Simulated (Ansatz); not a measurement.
# Hf2MnBi3, from a guessed structure to a relaxed one

This structure for Hf2MnBi3 is made up. Its elements were placed in a known structure type with a cell scaled to their sizes. What cell does the guess relax to, and how far off was it?

Calculated with Ansatz 0.2.0; DFT, PBE, plane-wave PAW, files of the set soft_1, scalar-relativistic, ferromagnetic start, cell and ions relaxed at zero pressure; PAW set soft_1, in the first sound run; inputs show where later runs differ.

## (1) The starting structure

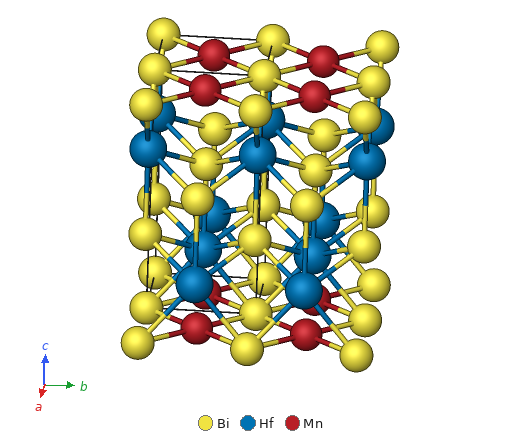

Start, viewed slightly off an axis; bismuth yellow, hafnium blue, manganese red. 2×2×1 cells are drawn. Some periodic images of atoms are drawn too.

Coordinates:

```cif
data_structure
_symmetry_space_group_name_H-M 'P 1'
_symmetry_Int_Tables_number 1
_cell_length_a 3.9160
_cell_length_b 3.9160
_cell_length_c 8.9790
_cell_angle_alpha 90.000
_cell_angle_beta 90.000
_cell_angle_gamma 90.000
_cell_volume 137.69
loop_
_atom_site_label
_atom_site_type_symbol
_atom_site_fract_x
_atom_site_fract_y
_atom_site_fract_z
_atom_site_occupancy
Bi1 Bi 0.00000 0.00000 0.00000 1
Bi2 Bi 0.00000 0.50000 0.61630 1
Bi3 Bi 0.50000 0.00000 0.38370 1
Hf4 Hf 0.00000 0.50000 0.25890 1
Hf5 Hf 0.50000 0.00000 0.74110 1
Mn6 Mn 0.50000 0.50000 0.00000 1
```

## (2) Relaxing cell and atoms

The guessed cell has no reason to be at equilibrium. It is relaxed with the atoms, within the space group of the guess.

Contents of input.yaml:

```yaml
crystal:
  lattice:
    - [3.916, 0.0, 0.0]
    - [0.0, 3.916, 0.0]
    - [0.0, 0.0, 8.979]
  atoms:
    - { symbol: Bi, position: [0.0, 0.0, 0.0] }
    - { symbol: Bi, position: [0.0, 0.5, 0.6163] }
    - { symbol: Bi, position: [0.5, 0.0, 0.3837] }
    - { symbol: Hf, position: [0.0, 0.5, 0.2589] }
    - { symbol: Hf, position: [0.5, 0.0, 0.7411] }
    - { symbol: Mn, position: [0.5, 0.5, 0.0], spin: 4.0 }
magnetization:
  spin_polarized: true
kpoints:
  mp_grid: { grid: [7, 7, 3] }
scf:
  occupations: { method: fermi_dirac, width: 0.05 }
hamiltonian:
  xc: pbe
  pseudopotentials: { kind: paw, azcp: { folder: soft_1 } }
relax:
  f_tol: 0.015
  max_steps: 70
  cell: {}
output:
  forces: true
  stress: true
```

Started as:

```console
ansatz run input.yaml --threads 4 --pin off --max-ram 10240MiB --backend cpu --events-out ev --progress --plain --runs-dir out
```

Numbers of over 12 decimals in the logs are rounded to 6 here.

Log:

```text
Engine: ansatz 0.2.0, aarch64-unknown-linux-gnu
Pseudopotentials: kind: paw
Pseudopotential: Bi, paw, valence charge 15, recommended cutoff 420 eV (normal), soft_1/Bi.paw.azcp
Pseudopotential: Hf, paw, valence charge 26, recommended cutoff 420 eV (normal), soft_1/Hf.paw.azcp
Pseudopotential: Mn, paw, valence charge 15, recommended cutoff 420 eV (normal), soft_1/Mn.paw.azcp
Functional definition: PBE
  parameter kappa = 0.804
  parameter beta = 0.066725
  exchange = pbe_x(kappa = kappa, mu = beta*pi^2/3)
  correlation = pbe_c(beta = beta)
Crystal: 6 atoms, lattice volume = 137.693 Å³
Basis set: ecut = 420 eV, 2703 PW (Γ), exchange–correlation on 54×54×128 points (8 copies of the dense FFT grid, shifted against one another)
Bands: 70, of which v1, the nominal top of the filled ones, is band 56 counted from 1 (55 counted from 0)
Symmetry: 8 space group operations
Space group: P-4m2 (ITA 115), of the structure as read, at distance tolerance 5.2e-5 Å
Magnetic group: BNS 115.283 (UNI 943), of the structure as read, at distance tolerance 5.2e-5 Å
k-points: 20 of 147 (time reversal used)
Non-local potential: Bi, projectors of the file, l = 0: 2, l = 1: 2, l = 2: 2, l = 3: 1
Non-local potential: Hf, projectors of the file, l = 0: 3, l = 1: 2, l = 2: 2, l = 3: 3
Non-local potential: Mn, projectors of the file, l = 0: 3, l = 1: 2, l = 2: 3, l = 3: 1
PAW form: soft (Blöchl's): semilocal exchange-correlation on the pseudo side does not see the compensation charge
PAW one-centre angular grid: Bi, 590 points (default); XC on 64 Gauss nodes
PAW one-centre angular grid: Hf, 590 points (default); XC on 64 Gauss nodes
PAW one-centre angular grid: Mn, 590 points (default); XC on 64 Gauss nodes
Initial density: superposition of atomic densities (chi_scale 0.1, normalization cell, long waves kept (reshape's long-wave potential 0.07 eV rms))
Starting moments: Σ|m| = 4 μB on 1 of 6 sites
Initial wavefunctions: pseudopotential atomic-orbital guess
Functional: x = pbe(κ = 0.804, μ = 0.219515), c = pbe(β = 0.066725)
SCF iter   1: F=—  HF=-72541.288796 eV  |F-HF|=—  |Δ(HF+E_count)|=         —  Δρ=2.44e-2 (↑2.44e-2 ↓2.07e-2)  dr2=5.02e0  dr2_m=2.68e-2  M=3.865 μB ∫|m|=4.188 μB  β_m=0.30  ethr=3.10e-3  ⟨swp⟩=6.0  Hψ=9813  notcnv=0
Mixer restart at iter 1: flushing history
preconditioner: auto → Kerker (q_TF=auto, 2.636 Å⁻¹)  [metal: Δε(μ)=0.021 eV  Ē_g=17.875 eV  σ=0.050 eV  W_gap=0.10  n_scr=38 (ndim 8)  ℏωp=31.6 eV  f_vac=0.000  D(μ)=3.45/eV (n_scr^D=18)]
spin=Collinear: Kerker preconditioning applied to the charge; magnetization (m = ρ↑ − ρ↓) channel mixes plain (no charge-response kernel on spin).
SCF iter   2: F=—  HF=-72540.430964 eV  |F-HF|=—  |Δ(HF+E_count)|=   8.58e-1  Δρ=1.30e-2 (↑1.20e-2 ↓1.30e-2)  dr2=1.77e0  dr2_m=7.28e-3  M=3.888 μB ∫|m|=4.234 μB  β_m=0.42  ethr=3.10e-3  ⟨swp⟩=2.0  Hψ=3789  notcnv=0  defer=195
SCF iter   3: F=—  HF=-72540.274019 eV  |F-HF|=—  |Δ(HF+E_count)|=   1.57e-1  Δρ=7.24e-3 (↑6.63e-3 ↓7.24e-3)  dr2=4.19e-1  dr2_m=1.62e-3  M=3.859 μB ∫|m|=4.237 μB  β_m=0.59  ethr=1.58e-3  ⟨swp⟩=2.0  Hψ=3260  notcnv=0  defer=198
SCF iter   4: F=—  HF=-72540.412364 eV  |F-HF|=—  |Δ(HF+E_count)|=   1.38e-1  Δρ=6.23e-3 (↑2.61e-3 ↓6.23e-3)  dr2=1.48e-1  dr2_m=8.47e-3  M=3.732 μB ∫|m|=4.207 μB  β_m=0.79  ethr=3.74e-4  ⟨swp⟩=2.7  Hψ=3984  notcnv=0  defer=193
SCF iter   5: F=—  HF=-72540.429604 eV  |F-HF|=—  |Δ(HF+E_count)|=         —  Δρ=4.36e-3 (↑4.36e-3 ↓2.41e-3)  dr2=1.49e-2  dr2_m=1.09e-2  M=3.429 μB ∫|m|=4.159 μB  β_m=0.79  ethr=1.32e-4  ⟨swp⟩=2.2  Hψ=4948  notcnv=0  defer=171
Mixer restart at iter 5: flushing history
SCF iter   6: F=—  HF=-72540.437557 eV  |F-HF|=—  |Δ(HF+E_count)|=   7.95e-3  Δρ=1.29e-3 (↑1.19e-3 ↓1.29e-3)  dr2=5.78e-3  dr2_m=6.22e-4  M=3.367 μB ∫|m|=4.195 μB  β_m=0.66  ethr=1.33e-5  ⟨swp⟩=3.0  Hψ=6172  notcnv=0  defer=168
SCF iter   7: F=—  HF=-72540.428310 eV  |F-HF|=—  |Δ(HF+E_count)|=   9.25e-3  Δρ=1.15e-3 (↑1.15e-3 ↓9.08e-4)  dr2=2.56e-3  dr2_m=6.90e-4  M=3.339 μB ∫|m|=4.210 μB  β_m=0.73  ethr=5.16e-6  ⟨swp⟩=2.7  Hψ=5669  notcnv=0  defer=168
SCF iter   8: F=—  HF=-72540.430141 eV  |F-HF|=—  |Δ(HF+E_count)|=   1.83e-3  Δρ=5.07e-4 (↑4.15e-4 ↓5.07e-4)  dr2=3.15e-4  dr2_m=2.17e-4  M=3.282 μB ∫|m|=4.243 μB  β_m=0.87  ethr=2.28e-6  ⟨swp⟩=2.0  Hψ=5212  notcnv=0  defer=168
SCF iter   9: F=—  HF=-72540.431018 eV  |F-HF|=—  |Δ(HF+E_count)|=   8.77e-4  Δρ=5.08e-4 (↑5.08e-4 ↓3.36e-4)  dr2=2.49e-4  dr2_m=1.63e-4  M=3.240 μB ∫|m|=4.260 μB  β_m=0.79  ethr=2.82e-7  ⟨swp⟩=2.0  Hψ=5195  notcnv=0  defer=168
SCF iter  10: F=—  HF=-72540.431299 eV  |F-HF|=—  |Δ(HF+E_count)|=   2.81e-4  Δρ=3.17e-4 (↑2.27e-4 ↓3.17e-4)  dr2=3.24e-4  dr2_m=2.47e-5  M=3.209 μB ∫|m|=4.277 μB  β_m=0.90  ethr=2.22e-7  ⟨swp⟩=2.0  Hψ=5120  notcnv=0  defer=168
SCF iter  11: F=—  HF=-72540.431415 eV  |F-HF|=—  |Δ(HF+E_count)|=   1.16e-4  Δρ=1.25e-4 (↑1.10e-4 ↓1.25e-4)  dr2=5.76e-5  dr2_m=4.12e-6  M=3.194 μB ∫|m|=4.285 μB  β_m=0.83  ethr=2.22e-7  ⟨swp⟩=2.0  Hψ=3324  notcnv=0  defer=168
SCF iter  12: F=—  HF=-72540.431431 eV  |F-HF|=—  |Δ(HF+E_count)|=   1.55e-5  Δρ=2.41e-5 (↑2.41e-5 ↓1.40e-5)  dr2=1.79e-6  dr2_m=1.44e-7  M=3.185 μB ∫|m|=4.290 μB  β_m=0.91  ethr=5.14e-8  ⟨swp⟩=2.0  Hψ=5076  notcnv=0  defer=168
SCF iter  13: F=—  HF=-72540.431431 eV  |F-HF|=—  |Δ(HF+E_count)|=   4.50e-8  Δρ=4.32e-6 (↑3.66e-6 ↓4.32e-6)  dr2=1.16e-7  dr2_m=1.01e-8  M=3.185 μB ∫|m|=4.291 μB  β_m=0.93  ethr=1.60e-9  ⟨swp⟩=2.0  Hψ=4990  notcnv=0  defer=168
SCF iter  14: F=-72540.431431 eV  HF=-72540.431431 eV  |F-HF|=1.75e-8  |Δ(HF+E_count)|=   4.10e-9  Δρ=1.70e-6 (↑1.70e-6 ↓1.46e-6)  dr2=2.00e-8  dr2_m=1.32e-9  M=3.184 μB ∫|m|=4.291 μB  ethr=8.93e-11  ⟨swp⟩=2.8  Hψ=9308  notcnv=0
SCF 1 converged in 14 iterations: F = -72540.431431 eV  dr2 = 2.00e-8
  greatest PAW one-centre occupation: 1.000 electrons in one spin orbital (limit 2), on the Mn atom at site 5 (counted from 0), in its partial waves of l = 0
relax step   1: F+E_penalty+E_count = -72540.43143060 eV  Δ(F+E_penalty+E_count) = +0.000e0 eV  max|allowed force component| = 1.675e-1 eV/Å  Δτ_max = 0.0000 Å  P = +5.518 GPa  Ω = 137.693 Å³  (14 SCF iters, dr2 threshold 1.00e-7 eV, accepted)
Crystal: 6 atoms, lattice volume = 151.461 Å³
Basis set: ecut = 420 eV, 2957 PW (Γ), exchange–correlation on 54×54×128 points (8 copies of the dense FFT grid, shifted against one another)
Initial density: handed on by an earlier stage of this run
Starting moments: Σ|m| = 4 μB on 1 of 6 sites; this step starts from the density that it was given
Initial wavefunctions: those handed on with the density
[...]
SCF iter   9: F=—  HF=-72540.700337 eV  |F-HF|=—  |Δ(HF+E_count)|=   1.87e-6  Δρ=9.61e-6 (↑4.11e-6 ↓9.61e-6)  dr2=2.65e-7  dr2_m=2.99e-8  M=3.726 μB ∫|m|=4.451 μB  β_m=0.98  ethr=1.73e-9  ⟨swp⟩=2.3  Hψ=5078  notcnv=0
SCF iter  10: F=—  HF=-72540.700337 eV  |F-HF|=—  |Δ(HF+E_count)|=   5.06e-7  Δρ=4.02e-6 (↑1.93e-6 ↓4.02e-6)  dr2=6.61e-8  dr2_m=3.93e-9  M=3.726 μB ∫|m|=4.451 μB  β_m=0.99  ethr=2.37e-10  ⟨swp⟩=2.0  Hψ=5042  notcnv=0
SCF iter  11: F=-72540.700337 eV  HF=-72540.700337 eV  |F-HF|=2.86e-7  |Δ(HF+E_count)|=   7.51e-8  Δρ=8.37e-6 (↑2.70e-6 ↓8.37e-6)  dr2=3.10e-7  dr2_m=1.14e-8  M=3.726 μB ∫|m|=4.451 μB  ethr=5.90e-11  ⟨swp⟩=2.5  Hψ=10365  notcnv=0
SCF 3 converged in 11 iterations: F = -72540.700337 eV  dr2 = 3.10e-7
relax step   3: F+E_penalty+E_count = -72540.70033685 eV  Δ(F+E_penalty+E_count) = -5.143e-2 eV  max|allowed force component| = 8.473e-2 eV/Å  Δτ_max = 0.0354 Å  P = -0.313 GPa  Ω = 147.509 Å³  energy of the carried Pulay correction = -2.751e-3 eV  (11 SCF iters, dr2 threshold 6.00e-7 eV, accepted)
[...]
relax step   4: F+E_penalty+E_count = -72540.70242397 eV  Δ(F+E_penalty+E_count) = -2.087e-3 eV  max|allowed force component| = 4.483e-3 eV/Å  Δτ_max = 0.0128 Å  P = +0.033 GPa  Ω = 146.858 Å³  energy of the carried Pulay correction = -2.575e-3 eV  (10 SCF iters, dr2 threshold 4.94e-7 eV, accepted)
Basis set: ecut = 420 eV, 2853 PW (Γ), exchange–correlation on 60×60×120 points (8 copies of the dense FFT grid, shifted against one another)
Initial wavefunctions: pseudopotential atomic-orbital guess (no wavefunctions were taken with the density)
iter 1 solved again at ethr=1.96e-8 eV; its pass at ethr=3.10e-3 eV (dr2=2.20e-5 eV) is discarded
SCF iter   1: F=—  HF=-72540.704399 eV  |F-HF|=—  |Δ(HF+E_count)|=         —  Δρ=2.03e-4 (↑2.03e-4 ↓2.02e-4)  dr2=7.22e-6  dr2_m=2.71e-7  M=3.743 μB ∫|m|=4.445 μB  β_m=0.65  ethr=1.96e-8  ⟨swp⟩=3.6  Hψ=18139  notcnv=0
preconditioner: auto → Kerker (q_TF=auto, 2.480 Å⁻¹)  [metal: Δε(μ)=0.012 eV  Ē_g=15.757 eV  σ=0.050 eV  W_gap=0.06  n_scr=38 (ndim 8)  ℏωp=28.7 eV  f_vac=0.000  D(μ)=6.28/eV (n_scr^D=54)]
spin=Collinear: Kerker preconditioning applied to the charge; magnetization (m = ρ↑ − ρ↓) channel mixes plain (no charge-response kernel on spin).
SCF iter   2: F=—  HF=-72540.705352 eV  |F-HF|=—  |Δ(HF+E_count)|=   9.52e-4  Δρ=7.50e-5 (↑7.50e-5 ↓7.43e-5)  dr2=2.09e-6  dr2_m=4.24e-8  M=3.742 μB ∫|m|=4.445 μB  β_m=0.45  ethr=6.45e-9  ⟨swp⟩=2.0  Hψ=5002  notcnv=0
SCF iter   3: F=—  HF=-72540.705417 eV  |F-HF|=—  |Δ(HF+E_count)|=   6.51e-5  Δρ=5.37e-5 (↑5.37e-5 ↓5.34e-5)  dr2=5.70e-7  dr2_m=2.23e-8  M=3.743 μB ∫|m|=4.445 μB  β_m=0.54  ethr=1.86e-9  ⟨swp⟩=2.0  Hψ=5001  notcnv=0
SCF iter   4: F=—  HF=-72540.705486 eV  |F-HF|=—  |Δ(HF+E_count)|=   6.91e-5  Δρ=1.68e-5 (↑1.63e-5 ↓1.68e-5)  dr2=6.42e-8  dr2_m=1.48e-8  M=3.743 μB ∫|m|=4.445 μB  β_m=0.77  ethr=5.09e-10  ⟨swp⟩=2.1  Hψ=3753  notcnv=0
SCF iter   5: F=—  HF=-72540.705493 eV  |F-HF|=—  |Δ(HF+E_count)|=   6.73e-6  Δρ=5.14e-6 (↑2.93e-6 ↓5.14e-6)  dr2=3.88e-8  dr2_m=9.11e-9  M=3.743 μB ∫|m|=4.445 μB  β_m=0.89  ethr=5.74e-11  ⟨swp⟩=2.1  Hψ=4964  notcnv=0
SCF iter   6: F=—  HF=-72540.705493 eV  |F-HF|=—  |Δ(HF+E_count)|=   2.34e-7  Δρ=3.76e-6 (↑3.70e-6 ↓3.76e-6)  dr2=2.05e-8  dr2_m=1.69e-8  M=3.743 μB ∫|m|=4.445 μB  β_m=0.94  ethr=3.46e-11  ⟨swp⟩=2.0  Hψ=5069  notcnv=0
SCF iter   7: F=—  HF=-72540.705493 eV  |F-HF|=—  |Δ(HF+E_count)|=   1.07e-8  Δρ=8.78e-7 (↑6.98e-7 ↓8.78e-7)  dr2=2.32e-9  dr2_m=4.02e-10  M=3.743 μB ∫|m|=4.445 μB  β_m=0.90  ethr=1.83e-11  ⟨swp⟩=2.5  Hψ=5015  notcnv=0
SCF iter   8: F=—  HF=-72540.705468 eV  |F-HF|=—  |Δ(HF+E_count)|=   2.43e-5  Δρ=3.78e-7 (↑3.60e-7 ↓3.78e-7)  dr2=3.62e-10  dr2_m=6.59e-11  M=3.743 μB ∫|m|=4.445 μB  β_m=0.95  ethr=2.08e-12  ⟨swp⟩=2.3  Hψ=5106  notcnv=0
SCF iter   9: F=—  HF=-72540.705468 eV  |F-HF|=—  |Δ(HF+E_count)|=  5.24e-10  Δρ=1.84e-7 (↑1.45e-7 ↓1.84e-7)  dr2=5.27e-11  dr2_m=2.48e-11  M=3.743 μB ∫|m|=4.445 μB  β_m=0.98  ethr=1.00e-12  ⟨swp⟩=2.0  Hψ=3233  notcnv=0
SCF iter  10: F=-72540.705468 eV  HF=-72540.705468 eV  |F-HF|=1.46e-11  |Δ(HF+E_count)|=  1.16e-10  Δρ=9.00e-8 (↑6.89e-8 ↓9.00e-8)  dr2=2.30e-11  dr2_m=5.41e-12  M=3.743 μB ∫|m|=4.445 μB  ethr=1.00e-12  ⟨swp⟩=3.0  Hψ=9851  notcnv=0
SCF 5 converged in 10 iterations: F = -72540.705468 eV  dr2 = 2.30e-11
relax step   5: F+E_penalty+E_count = -72540.70546850 eV  Δ(F+E_penalty+E_count) = -3.045e-3 eV  max|allowed force component| = 4.310e-3 eV/Å  Δτ_max = 0.0000 Å  P = +0.041 GPa  Ω = 146.858 Å³  stress off target by 4.86e-2 GPa  SCF on the basis re-selected at this cell (its energy is not comparable with the rows above)  (10 SCF iters)
basis re-selected at this cell: Δ(F+E_penalty+E_count) = -3.045e-3 eV, ΔP = +0.009 GPa vs the last step (what re-selecting the basis moved, of the pressure what is left beyond the Pulay correction that the steps carried, after the strain that the cell walked since its last selection, with what the two solves' SCF thresholds leave and, on support functions, any second-order correction that the steps lacked; it is no measure of the basis error at this ecutwfc). The dense FFT grid was sized anew with the basis: this SCF ran on 30×30×60 points, the steps before it on 27×27×64, so part of this shift can come from that change (see relax.cell in the input reference). [rest of the remark cut]
SCF converged after 10 iterations
Magnetization: 3.7434 μB (57.8717 up, 54.1283 down)
Absolute magnetization: 4.4554 μB (∫|ρ↑−ρ↓|, with the PAW one-centre terms)
Spin contamination: 0.5167 ħ² per cell (⟨S²⟩ above its minimum at these occupations)
Per-site moments (μB) at R_I (Å): [(0.00812094, 1.194466), (0.037949, 1.260422), (0.037949, 1.260422), (-0.101092, 1.260422), (-0.101092, 1.260422), (3.766582, 1.194466)]
Free energy (F): -72540.705468 eV
Harris-Foulkes:  -72540.705468 eV  (|F-HF|=1.46e-11)
Internal energy: -72540.656591 eV  (E = F + TS)
E sigma→0 (E₀):  -72540.681030 eV
Entropy (-TS):   -0.048878 eV (-8.146 meV/atom)
Fermi energy:    14.486589 eV
--- Per-component energies (eV) ---
  E_band       = -589.137980
  E_kinetic    = 1897.130475
  E_local      = -20280.025718  (includes V_loc(G=0)·N_el)
  E_nonlocal   = 1804.830754
  E_hartree    = 9191.293203
  E_xc         = -1090.667093
  E_vxc        = -1035.378491  (∫ρ·V_xc dr)
  E_paw        = -48718.403771  (= ΣΔE_a)
  E_vpaw       = -1358.282143  (= ΣTr[D̂ρ^β])
  E_aug_tail   = 0.000897  (compensation charges beyond the density's cutoff)
  E_ewald      = -15344.815339
  E_smearing   = -0.048878  (= −TS)
  E_closure    = 0.000000  (closes the sum)
  Σ components = -72540.705468   (vs F -72540.705468, Δ=0.00e0)
--- Forces (eV/Å), atoms counted from 1 ---
  atom   1  Bi    -0.00000000     0.00000000    -0.00000000
  atom   2  Bi    -0.00000000     0.00000000    -0.00127433
  atom   3  Bi    -0.00000000     0.00000000     0.00127433
  atom   4  Hf    -0.00000000     0.00000000     0.00431014
  atom   5  Hf    -0.00000000    -0.00000000    -0.00431014
  atom   6  Mn    -0.00000000     0.00000000     0.00000000
  max |Σ_I F_I| component: 3.14e-16 eV/Å
--- Stress (GPa, compression-positive) ---
        0.048578       0.000000       0.000000
        0.000000       0.048578      -0.000000
        0.000000      -0.000000       0.026112
  P = ⅓ Tr σ = 0.0411 GPa (0.411 kbar)
--- Relaxed structure (4 steps of the walk, 4 accepted, 1 SCFs on fresh bases) ---
  F+E_penalty+E_count = -72540.70546850 eV   max|allowed force component| = 4.310e-3 eV/Å   (the final SCF, on the basis selected at the relaxed cell)
  cell:  # Å, volume = 146.8580 Å³
    - [4.095102, 0.0, 0]
    - [0.0, 4.095102, 0.0]
    - [0, 0.0, 8.757259]
  atoms:
    - { symbol: Bi, position: [0, 0.0, 0] }
    - { symbol: Bi, position: [0, 0.5, 0.627620] }
    - { symbol: Bi, position: [0.5, 0.0, 0.372380] }
    - { symbol: Hf, position: [0, 0.5, 0.260989] }
    - { symbol: Hf, position: [0.5, 0.0, 0.739011] }
    - { symbol: Mn, position: [0.5, 0.5, 0] }
```

The job ended after 67 s (4 threads of Arm Neoverse V2, shared host; peak memory 0.72 GiB).

Step by step:

```
step  energy less that of the first step (eV)  largest force component (eV/Å)  pressure (GPa)  volume (Å³)
   1                                   0.0000                          0.1675            5.52       137.69
   2                                  -0.2175                          0.2175           -2.19       151.46
   3                                  -0.2689                          0.0847           -0.31       147.51
   4                                  -0.2710                          0.0045            0.03       146.86
  5*                                  -0.2740                          0.0043            0.04       146.86
```

Relaxation steps marked * repeat the geometry before them on a plane-wave basis chosen anew for their cell, so energy and pressure can jump there.

Forces are held to the 8 operations that the run works with; a distortion that breaks them can't arise in this run.

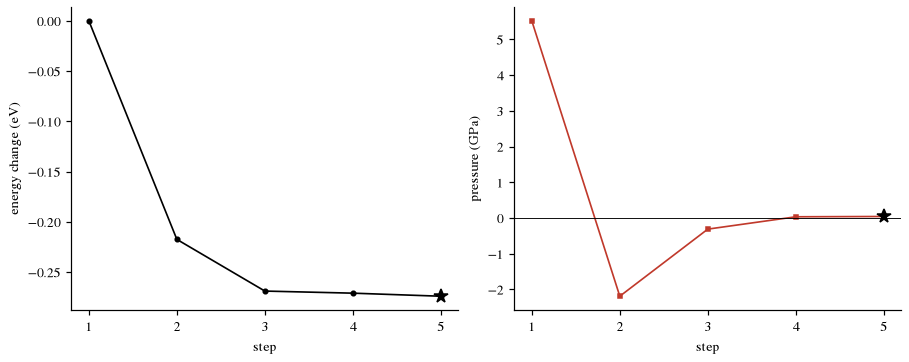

Energy and pressure along the relaxation. Stars mark steps on a basis chosen anew.

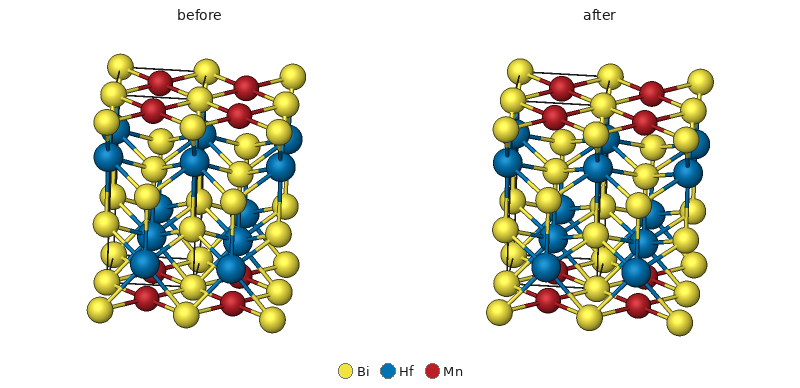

The structure before and after the relaxation, drawn at the same scale.

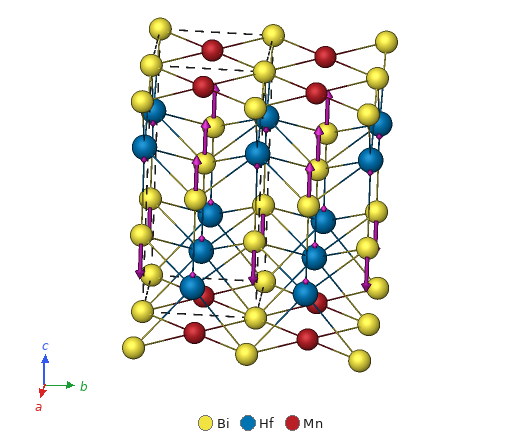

Displacements in the relaxation, exaggerated, measured against the changing cell; the longest in the cell stands for 0.10 Å. 2×2×1 cells are drawn. Some periodic images of atoms are drawn too.

```
conventional cell, symmetrised  before  after  change
                         a (Å)   3.916  4.095  +4.6 %
                         b (Å)   3.916  4.095  +4.6 %
                         c (Å)   8.979  8.757  -2.5 %
              volume (Å³/atom)   22.95  24.48  +6.7 %
```

The atoms that moved most (Å, as changes of fractional coordinates times the final cell):

```
atom     dx     dy      dz  length
 Bi3  0.000  0.000  -0.099   0.099
 Bi2  0.000  0.000   0.099   0.099
 Hf4  0.000  0.000   0.018   0.018
 Hf5  0.000  0.000  -0.018   0.018
```

The relaxed structure:

```xyz
6
Lattice="4.0951 0.0000 0.0000 0.0000 4.0951 0.0000 0.0000 0.0000 8.7573" Properties=species:S:1:pos:R:3 pbc="T T T"
Bi    0.0000    0.0000    0.0000
Bi    0.0000    2.0476    5.4962
Bi    2.0476    0.0000    3.2610
Hf    0.0000    2.0476    2.2855
Hf    2.0476    0.0000    6.4717
Mn    2.0476    2.0476    0.0000
```

Numbers from this step:

- free energy: -72540.7055 eV
- energy at zero smearing: -72540.6810 eV
- smearing term TS: 0.04888 eV
- Fermi energy: 14.49 eV
- magnetization: 3.743 μB
- absolute magnetization: 4.455 μB
- site moments: 0.008121, 0.03795, 0.03795, -0.1011, -0.1011, 3.767 μB
- electrons: 112
- symmetry operations: 8
- pressure: 0.04109 GPa

Site moment by atom:

```
atom  site moment (μB)
 Bi1              0.01
 Bi2              0.04
 Bi3              0.04
 Hf4             -0.10
 Hf5             -0.10
 Mn6              3.77
```

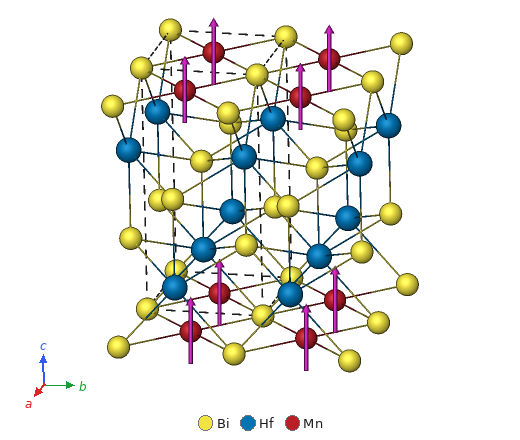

Site moment as arrows, the longest 3.77 μB. Up and down stand for the sign. Arrows give size and sign along the axis of quantisation, drawn up and down the page. 2×2×1 cells are drawn. Some periodic images of atoms are drawn too.

[end of part 1 of 2]

[Logs are printed without paths, hosts, clocks, repeated set-up lines and the standing remarks that a program may print on its own settings, such as how far it seeks lower states.]

[Hosts, paths, dates, database ids (printed as entryN), source tags and the programs' standing remarks are cut or masked in the printed files.]
